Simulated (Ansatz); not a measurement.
# Decaying states in the gap of RbLiZnO2, part 2 of 3

A new crystal, RbLiZnO2: structure, gap and complex bands. It is built by putting O for S in the RbLiZnS2 structure of space group I-4m2, with the volume rescaled by atomic radii. The parent structure comes from the Materials Project.

Ansatz 0.2.0; r2SCAN DFT, plane waves, PAW files (the session's first sound run).

So far. Step 2 (Cell and atoms at rest): The largest force component on a free atom ends at 0.0085 eV/Å.

The structure was built from a prototype and need not be the compound's stable phase.

### 3. Band edges

The energy window and the wavevectors of the next steps follow from the band edges, so these are searched first, off the mesh as well.

The input, input.yaml:

```yaml
crystal:
  lattice:
    - [-1.7443297641, 1.7443297641, 5.7464056307]
    - [1.7443297641, -1.7443297641, 5.7464056307]
    - [1.7443297641, 1.7443297641, -5.7464056307]
  atoms:
    - { symbol: Rb, position: [0.0, 0.0, 0.0] }
    - { symbol: Li, position: [0.25, 0.75, 0.5] }
    - { symbol: Zn, position: [0.75, 0.25, 0.5] }
    - { symbol: O, position: [0.6678450411, 0.6678450411, 0.0] }
    - { symbol: O, position: [0.3321549589, 0.3321549589, 0.0] }
kpoints:
  mp_grid: { grid: [8, 8, 8] }
  band_path: { path: [VBM, CBM], npoints: 30 }
scf:
  occupations: { method: fixed }
hamiltonian:
  xc: r2scan
output:
  eigenvalues: true
  write_potential: true
  write_density: true
  volumetric_format: npy
```

Command:

```bash
$ ansatz run input.yaml --threads 2 --pin off --max-ram 4096MiB --backend cpu --events-out ev --progress --plain --runs-dir out
```

Numbers of over 12 decimals in the logs are rounded to 6 here.

What it wrote:

```text
[...]
Crystal: 5 atoms, lattice volume = 69.938 Å³
Basis set: ecut = 500 eV, 1793 PW (Γ), FFT grids on a1−a2, a2, a1+a3, exchange–correlation on 144×192×108 points (64 copies of the dense FFT grid, shifted against one another)
Bands: 23, of which v1, the nominal top of the filled ones, is band 18 counted from 1 (17 counted from 0)
Symmetry: 8 space group operations
[...]
k-points: 59 of 512 (time reversal used)
[...]
SCF iter   1: F=—  HF=-7949.092828 eV  |F-HF|=—  |Δ(HF+E_count)|=         —  Δρ=1.36e-2  dr2=7.63e-2  dr2_τ=9.86e-2  ethr=1.77e-3  ⟨swp⟩=5.0  Hψ=6168  notcnv=0  defer=169
[...]
SCF iter   8: F=-7949.177080 eV  HF=-7949.177080 eV  |F-HF|=4.57e-9  |Δ(HF+E_count)|=   1.09e-8  Δρ=4.21e-6  dr2=1.12e-8  dr2_τ=7.15e-10  ethr=2.78e-10  ⟨swp⟩=9.9  Hψ=6019  notcnv=0
SCF 1 converged in 8 iterations: F = -7949.177080 eV  dr2 = 1.12e-8
[...]
NSCF: frozen V_eff on 30 k-points
[...]
SCF converged after 8 iterations
Free energy (F): -7949.177080 eV
[...]
Internal energy: -7949.177080 eV  (E = F + TS)
E sigma→0 (E₀):  -7949.177080 eV
Fermi energy:    5.806684 eV
[...]
--- Band table (eV; the first three rows and the last of 59) ---
  k-point 0: bands = [... 14 lower, 3.6416, 5.6179, 5.6179, 5.7201, 8.6748, 11.7205, 12.2312, 12.7021, ... 1 higher]
  k-point 1: bands = [... 14 lower, 3.8367, 5.2158, 5.3192, 5.8067, 9.5788, 12.3409, 12.7238, 13.0784, ... 1 higher]
  k-point 2: bands = [... 14 lower, 3.9046, 4.8415, 4.9246, 5.6714, 10.9856, 13.2561, 13.9886, 14.1634, ... 1 higher]
  k-point 58: bands = [... 14 lower, 3.9151, 5.1105, 5.5717, 5.5717, 10.2585, 10.8386, 11.6658, 12.0733, ... 1 higher]
```

The job ended after 15 s (2 threads of Intel Xeon 6975P-C (Granite Rapids), shared host; peak memory 0.58 GiB).

This step gave:

```
Fermi energy        : 5.807 eV
gap on the k-mesh   : 2.868 eV
gap on path         : 2.868 eV, by band count; negative where bands overlap
direct gap on path  : 2.955 eV
edge places on path : 0, 0.3184 1/A along the path
```

The electronic bands at the labelled points (eV, zero at the Fermi level (highest filled level under fixed occupations); v1 is the highest filled band, c1 the lowest empty one):

| point | v4 | v3 | v2 | v1 | c1 | c2 | c3 | c4 |
| --- | --- | --- | --- | --- | --- | --- | --- | --- |
| VBM | -1.97 | -0.59 | -0.49 | 0.00 | 3.77 | 6.53 | 6.92 | 7.27 |
| CBM | -2.17 | -0.19 | -0.19 | -0.09 | 2.87 | 5.91 | 6.42 | 6.90 |

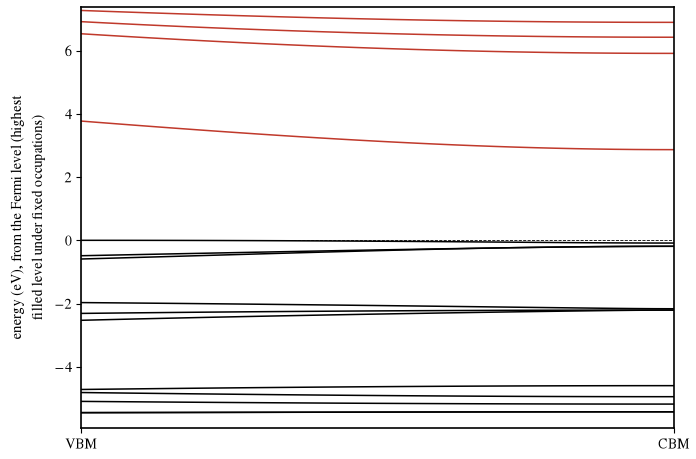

Electronic bands along the path; lines of filled and empty bands in two colours.

The searched edges give 2.87 eV, as on the mesh.

### 4. Complex bands, plane (001), k-mesh 8×8×8

This step: r2SCAN DFT, plane waves, PAW files; complex bands by layer matching along the plane's normal (Ansatz 0.2.0).

The same crystal is laid in a cell whose first two vectors span the (001) plane (indices of the standard conventional cell, whose axes can be ordered otherwise than in the bulk input). At fixed energy and wavevector in the plane the solver finds all kz, real and complex. A few wavevectors are listed, (0, 0), (0.125, -0.125) and (0.5, 0) in units of the plane's reciprocal vectors; the slowest state needn't be among them.

The input, input.yaml:

```yaml
crystal:
  lattice:
    - [3.488659528, 0.0, 0.0]
    - [0.0, 3.488659528, 0.0]
    - [1.744329764, 1.744329764, 5.746405631]
  atoms:
    - { symbol: Rb, position: [0.0, 0.0, 0.0] }
    - { symbol: Li, position: [0.25, 0.75, 0.5] }
    - { symbol: Zn, position: [0.75, 0.25, 0.5] }
    - { symbol: O, position: [0.3321549589, 0.3321549589, 0.3356900822] }
    - { symbol: O, position: [0.6678450411, 0.6678450411, 0.6643099178] }
kpoints:
  mp_grid: { grid: [8, 8, 8] }
scf:
  occupations: { method: fixed }
hamiltonian:
  xc: r2scan
output:
  eigenvalues: true
  transmission:
    leads: [[0, 0]]
    kpoints: [[0.0, 0.0], [0.125, -0.125], [0.5, 0.0]]
    e_range: [-1.0, 3.87]
    de: 0.08
```

What it wrote:

```text
[...]
Crystal: 5 atoms, lattice volume = 69.938 Å³
Basis set: ecut = 500 eV, 1793 PW (Γ), exchange–correlation on 108×108×192 points (64 copies of the dense FFT grid, shifted against one another)
Bands: 23, of which v1, the nominal top of the filled ones, is band 18 counted from 1 (17 counted from 0)
Symmetry: 8 space group operations
[...]
k-points: 59 of 512 (time reversal used)
[...]
SCF iter   1: F=—  HF=-7949.092823 eV  |F-HF|=—  |Δ(HF+E_count)|=         —  Δρ=1.36e-2  dr2=7.63e-2  dr2_τ=9.86e-2  ethr=1.77e-3  ⟨swp⟩=5.0  Hψ=6171  notcnv=0  defer=169
[...]
SCF iter   8: F=-7949.177080 eV  HF=-7949.177080 eV  |F-HF|=4.63e-9  |Δ(HF+E_count)|=   1.27e-8  Δρ=4.20e-6  dr2=1.12e-8  dr2_τ=7.07e-10  ethr=2.78e-10  ⟨swp⟩=9.9  Hψ=6065  notcnv=0
SCF 1 converged in 8 iterations: F = -7949.177080 eV  dr2 = 1.12e-8
[...]
transmission: 10 of 30 steps passed
transmission: 20 of 30 steps passed
transmission: 30 of 30 steps passed
SCF converged after 8 iterations
Free energy (F): -7949.177080 eV
[...]
Internal energy: -7949.177080 eV  (E = F + TS)
E sigma→0 (E₀):  -7949.177080 eV
Fermi energy:    5.806683 eV
[...]
--- Band table (eV; the first three rows and the last of 59) ---
  k-point 0: bands = [... 14 lower, 3.6416, 5.6179, 5.6179, 5.7201, 8.6748, 11.7205, 12.2312, 12.7021, ... 1 higher]
  k-point 1: bands = [... 14 lower, 3.6753, 5.6114, 5.6114, 5.6197, 8.8639, 11.6939, 12.0376, 12.6554, ... 1 higher]
  k-point 2: bands = [... 14 lower, 3.7637, 5.3996, 5.5953, 5.5953, 9.3353, 11.4573, 11.8355, 12.4437, ... 1 higher]
  k-point 58: bands = [... 14 lower, 4.0383, 4.2313, 4.2682, 4.5342, 11.9410, 12.1791, 14.0563, 14.0897, ... 1 higher]
--- Transmission ---
  basis      : 129 plane waves across, 10 finite elements along
  points     : 3, as listed
  energies   : 61 from -1.000000 to 3.800000 eV about the Fermi level, 0.080000 eV apart; the leads are filled to 1.434045 eV, and channels, transmission and decay are at 1.400000 eV
  crystal 0  : Rb1O2Li1Zn1, at the sites [0, 0], period 5.7464 Å: whole cells are its period
    offset         : up to 0.0000 Å between an atom of the period and one for which it stands
    channels       : 0.000000e0 a spin
    conductance    : none, the energies end too early or step too widely for 300 K: set another output.transmission.e_range or a lower de, or, where they end at an eighth of basis.ecutwfc, a higher one
    slowest decay  : 0.2847 /Å at (0.0000, 0.0000)
```

The job ended after 18 s (2 threads; peak memory 0.58 GiB).

This step gave:

- level to which the leads are filled: 1.434 eV from the Fermi level
- decay constant at the filling level, zone centre: 0.2847 Å⁻¹
- decay constant at the filling level, slowest listed point: 0.2847 Å⁻¹

K parallel (0, 0); values up to 1.5 1/Å, a degenerate pair printed once or twice; energies at which all values exceed this have no row. Table of Im kz of the slowest decaying states by energy, zero at the highest filled level on the SCF mesh:

| energy (eV) | decay 1 (Å⁻¹) | decay 2 (Å⁻¹) | decay 3 (Å⁻¹) | decay 4 (Å⁻¹) |
| --- | --- | --- | --- | --- |
| -1.000 | 0.224 | 0.599 | 0.657 | 1.30 |
| -0.520 | 0.521 | 0.636 | 1.27 | 1.44 |
| -0.040 | 0.0878 | 0.498 | 0.623 | 1.25 |
| 0.520 | 0.255 | 0.608 | 0.865 | 1.22 |
| 1.000 | 0.285 | 0.593 | 1.10 | 1.19 |
| 1.480 | 0.282 | 0.575 | 1.12 | 1.16 |
| 1.960 | 0.252 | 0.552 | 1.13 | 1.13 |
| 2.520 | 0.171 | 0.520 | 1.08 | 1.13 |
| 3.000 | 0.486 | 1.04 | 1.13 | - |
| 3.480 | 0.445 | 0.995 | 1.12 | - |

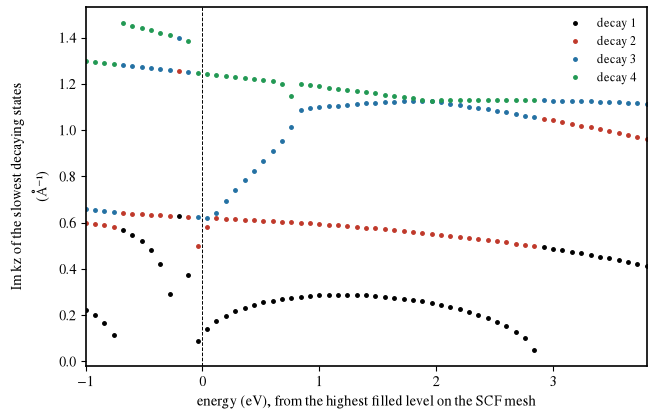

Im kz of the slowest decaying states against energy.

K parallel (0.125, -0.125); values up to 1.5 1/Å, a degenerate pair printed once or twice; energies at which all values exceed this have no row. The Im kz of the slowest decaying states by energy, zero at the highest filled level on the SCF mesh:

| energy (eV) | decay 1 (Å⁻¹) | decay 2 (Å⁻¹) | decay 3 (Å⁻¹) | decay 4 (Å⁻¹) |
| --- | --- | --- | --- | --- |
| -1.000 | 0.433 | 0.453 | 0.514 | 0.837 |
| -0.520 | 0.202 | 0.485 | 0.829 | 1.05 |
| -0.040 | 0.608 | 0.656 | 0.910 | 1.34 |
| 0.520 | 0.418 | 0.735 | 0.822 | 0.921 |
| 1.000 | 0.452 | 0.704 | 0.954 | 1.08 |
| 1.480 | 0.447 | 0.665 | 0.943 | 1.01 |
| 1.960 | 0.423 | 0.633 | 0.959 | 1.01 |
| 2.520 | 0.375 | 0.596 | 0.981 | 1.13 |
| 3.000 | 0.310 | 0.563 | 0.970 | 1.13 |
| 3.480 | 0.201 | 0.526 | 0.954 | 1.13 |

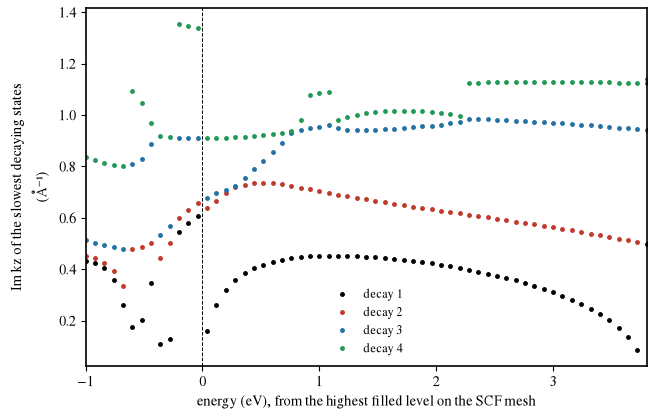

Im kz of the slowest decaying states against energy.

K parallel (0.5, 0); values up to 1.5 1/Å, a degenerate pair printed once or twice; energies at which all values exceed this have no row. The Im kz of the slowest decaying states by energy, zero at the highest filled level on the SCF mesh:

```
energy (eV)  decay 1 (Å⁻¹)  decay 2 (Å⁻¹)  decay 3 (Å⁻¹)
    -1.0000          0.365          0.547           1.15
    -0.7600          0.465          0.639           1.30
    -0.5200          0.534          0.806           1.08
    -0.2800          0.513          0.875          0.933
    -0.0400          0.737          0.771          0.916
     0.2800          0.702          0.870          0.951
     0.5200          0.709          0.877          0.967
     0.7600          0.717          0.873          0.979
     1.0000          0.724          0.865          0.987
     1.2400          0.727          0.854          0.993
     1.4800          0.728          0.841          0.996
     1.7200          0.727          0.829          0.997
     1.9600          0.722          0.816          0.996
     2.2800          0.712          0.799          0.993
     2.5200          0.702          0.786          0.990
     2.7600          0.689          0.773          0.985
     3.0000          0.673          0.760          0.979
     3.2400          0.655          0.746          0.972
     3.4800          0.633          0.733          0.964
     3.7200          0.608          0.720          0.956
```

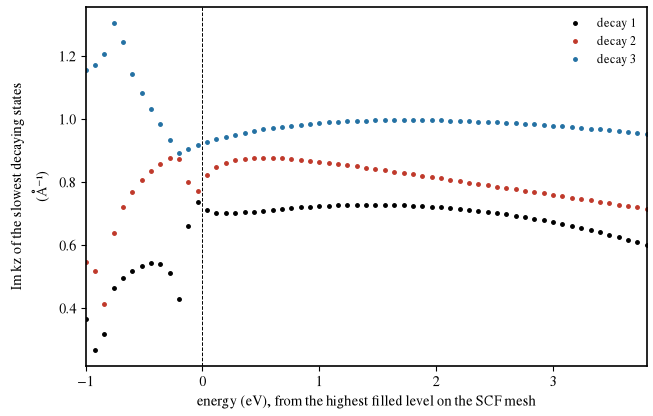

Im kz of the slowest decaying states, plotted against energy.

At the listed wavevectors the last open channel is at -0.04 eV and the next at +2.92 eV on the grid. At +1.40 eV, the grid energy nearest the filling level (the middle of the gap on the SCF mesh), the slowest state at the listed wavevectors decays with κ = 0.285 Å⁻¹, its amplitude falling by e over 3.5 Å. Through 1 nm of this crystal that state's transmission falls by exp(−2 × 0.285 Å⁻¹ × 10 Å) = 0.0034.

### 5. Decaying states in the gap, plane (110), k-mesh 10×10×10

The same for the (110) plane, at (0, 0) and (-0.25, -0.125), to see how the decay depends on direction.

The input, input.yaml:

```yaml
crystal:
  lattice:
    - [4.933709619, 0.0, 0.0]
    - [2.46685481, 5.746405631, 0.0]
    - [2.46685481, 0.0, 2.46685481]
  atoms:
    - { symbol: Rb, position: [0.0, 0.0, 0.0] }
    - { symbol: Li, position: [0.25, 0.5, 0.5] }
    - { symbol: Zn, position: [0.75, 0.5, 0.5] }
    - { symbol: O, position: [0.3321549589, 0.3356900822, 0.0] }
    - { symbol: O, position: [0.6678450411, 0.6643099178, 0.0] }
kpoints:
  mp_grid: { grid: [10, 10, 10] }
scf:
  occupations: { method: fixed }
hamiltonian:
  xc: r2scan
output:
  eigenvalues: true
  transmission:
    leads: [[0, 0]]
    kpoints: [[0.0, 0.0], [-0.25, -0.125]]
    e_range: [-1.0, 3.87]
    de: 0.08
```

What it wrote:

```text
[...]
Crystal: 5 atoms, lattice volume = 69.938 Å³
Basis set: ecut = 500 eV, 1793 PW (Γ), exchange–correlation on 144×192×108 points (64 copies of the dense FFT grid, shifted against one another)
Bands: 23, of which v1, the nominal top of the filled ones, is band 18 counted from 1 (17 counted from 0)
Symmetry: 8 space group operations
[...]
k-points: 102 of 1000 (time reversal used)
[...]
SCF iter   1: F=—  HF=-7949.092827 eV  |F-HF|=—  |Δ(HF+E_count)|=         —  Δρ=1.36e-2  dr2=7.63e-2  dr2_τ=9.86e-2  ethr=1.77e-3  ⟨swp⟩=5.0  Hψ=10664  notcnv=0  defer=298
[...]
SCF iter   8: F=-7949.177078 eV  HF=-7949.177078 eV  |F-HF|=4.69e-9  |Δ(HF+E_count)|=   1.28e-8  Δρ=4.22e-6  dr2=1.13e-8  dr2_τ=7.05e-10  ethr=2.78e-10  ⟨swp⟩=9.9  Hψ=10479  notcnv=0
SCF 1 converged in 8 iterations: F = -7949.177078 eV  dr2 = 1.13e-8
[...]
transmission: 5 of 10 steps passed
transmission: 10 of 10 steps passed
SCF converged after 8 iterations
Free energy (F): -7949.177078 eV
[...]
Internal energy: -7949.177078 eV  (E = F + TS)
E sigma→0 (E₀):  -7949.177078 eV
Fermi energy:    5.802184 eV
[...]
--- Band table (eV; the first three rows and the last of 102) ---
  k-point 0: bands = [... 14 lower, 3.6416, 5.6179, 5.6179, 5.7201, 8.6748, 11.7205, 12.2312, 12.7021, ... 1 higher]
  k-point 1: bands = [... 14 lower, 3.8035, 5.3218, 5.3951, 5.8022, 9.2973, 12.1262, 12.5465, 12.9518, ... 1 higher]
  k-point 2: bands = [... 14 lower, 3.8968, 4.9648, 5.0840, 5.7625, 10.4728, 13.0843, 13.4668, 13.5635, ... 1 higher]
  k-point 101: bands = [... 14 lower, 4.8381, 4.8662, 4.9636, 5.5930, 11.2313, 12.4299, 13.1210, 14.3514, ... 1 higher]
--- Transmission ---
  basis      : 293 plane waves across, 5 finite elements along
  points     : 2, as listed
[...]
crystal 0  : O2Rb1Li1Zn1, at the sites [0, 0], period 2.4669 Å: whole cells are its period
[...]
channels       : 0.000000e0 a spin
[...]
slowest decay  : 0.2790 /Å at (0.0000, 0.0000)
```

Wall time 52 s (2 threads); peak memory 1 GiB.

Numbers from this step:

```yaml
fermi_energy: 5.802 eV
gap_on_the_k_mesh: 2.873 eV
level_to_which_the_leads_are_filled: 1.436 eV from the Fermi level
decay_constant_at_the_filling_level_zone_centre: 0.2790 Å⁻¹
decay_constant_at_the_filling_level_slowest_listed_point: 0.279 Å⁻¹
```

K parallel (0, 0); values up to 1.5 1/Å, a degenerate pair printed once or twice; energies at which all values exceed this have no row. Table of Im kz of the slowest decaying states by energy, zero at the highest filled level on the SCF mesh:

| energy (eV) | decay 1 (Å⁻¹) | decay 2 (Å⁻¹) | decay 3 (Å⁻¹) | decay 4 (Å⁻¹) |
| --- | --- | --- | --- | --- |
| -1.000 | 0.430 | 0.581 | 0.929 | 1.11 |
| -0.520 | 0.524 | 0.559 | 0.918 | 1.10 |
| -0.040 | 0.144 | 0.501 | 0.607 | 0.905 |
| 0.520 | 0.258 | 0.492 | 0.536 | 0.676 |
| 1.000 | 0.282 | 0.541 | 0.634 | 0.722 |
| 1.480 | 0.276 | 0.569 | 0.691 | 0.760 |
| 1.960 | 0.246 | 0.585 | 0.673 | 0.785 |
| 2.520 | 0.168 | 0.592 | 0.628 | 0.803 |
| 3.000 | 0.590 | 0.594 | 0.780 | 0.802 |
| 3.480 | 0.555 | 0.581 | 0.720 | 0.792 |

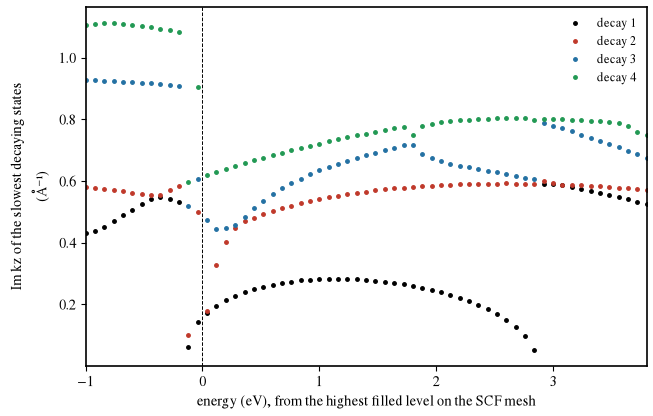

Im kz of the slowest decaying states, plotted against energy.

K parallel (-0.25, -0.125); values up to 1.5 1/Å, a degenerate pair printed once or twice; energies at which all values exceed this have no row. Table of Im kz of the slowest decaying states by energy, zero at the highest filled level on the SCF mesh:

```csv
energy (eV),decay 1 (Å⁻¹),decay 2 (Å⁻¹),decay 3 (Å⁻¹),decay 4 (Å⁻¹)
-1.000,0.102,0.171,0.429,1.19
-0.520,0.0391,0.438,0.492,1.15
-0.040,0.308,0.364,0.595,1.09
0.520,0.378,0.455,0.569,0.662
1.000,0.427,0.514,0.698,0.702
1.480,0.426,0.550,0.734,0.849
1.960,0.405,0.572,0.762,0.791
2.520,0.359,0.583,0.791,0.798
3.000,0.297,0.584,0.789,0.810
3.480,0.193,0.576,0.730,0.821
```

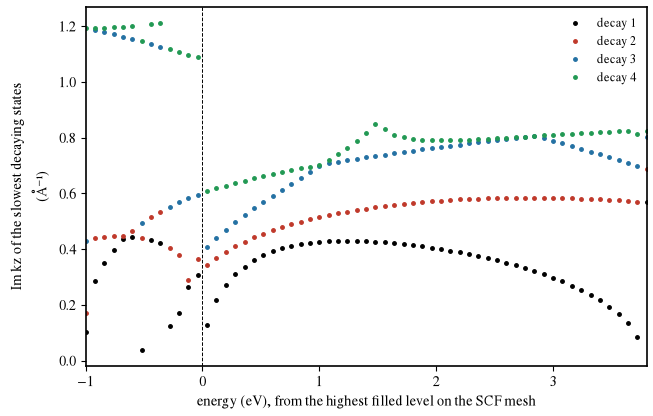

Im kz of the slowest decaying states against energy.

At the listed wavevectors the last open channel is at -0.04 eV and the next at +2.92 eV on the grid. At +1.40 eV, the grid energy nearest the filling level (the middle of the gap on the SCF mesh), the slowest state at the listed wavevectors decays with κ = 0.279 Å⁻¹, its amplitude falling by e over 3.6 Å; the first such run, plane (001), gave 0.285 Å⁻¹.

(Continued in part 3 of 3.)

[Logs are printed without paths, hosts, clocks, repeated set-up lines and the standing remarks that a program may print on its own settings, such as how far it seeks lower states.]

[Hosts, paths, dates, database ids (printed as entryN), source tags and the programs' standing remarks are cut or masked in the printed files.]

[New means built here by substitution; the compound itself may be known and measured.]
